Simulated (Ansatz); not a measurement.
**WP2, pressure series**

Consider WP2 (space group Cmc2_1, No. 36; a = 3.149 Å, b = 11.136 Å, c = 4.953 Å).

Cell and atoms are relaxed at each pressure.

Level of theory: PBEsol, PAW, 420 eV (Ansatz, a first-principles code; without spin-orbit coupling).

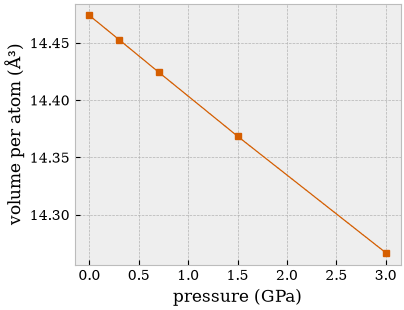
Figure. Volume per atom against pressure

```tsv
pressure (GPa)	volume per atom
0.3	14.45 Å³
0.7	14.42 Å³
1.5	14.37 Å³
3	14.27 Å³
```

Load acts through the strain it causes; cell and atoms are relaxed under it. No phonon test of stability was made. All final runs are without spin polarisation.
